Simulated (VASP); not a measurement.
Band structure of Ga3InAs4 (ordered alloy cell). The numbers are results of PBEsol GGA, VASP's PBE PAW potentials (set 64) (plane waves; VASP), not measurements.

Unless said otherwise, spin-orbit coupling is left out, though it shifts the bands of the heavy elements here.

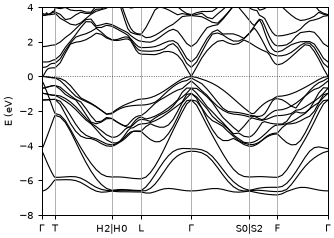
Bands along high-symmetry lines, zero at the valence-band maximum or, without a gap, the Fermi level

### Question
Read the plot: is there a gap, and where are the band edges?

### Answer
It has no gap at this level: it comes out as a metal or semimetal. (Edges off the drawn lines would not show.)

The structure was generated: Ga3InAs4 was put into an ordered model structure (R3m), which need not be its known phase. It was relaxed first.
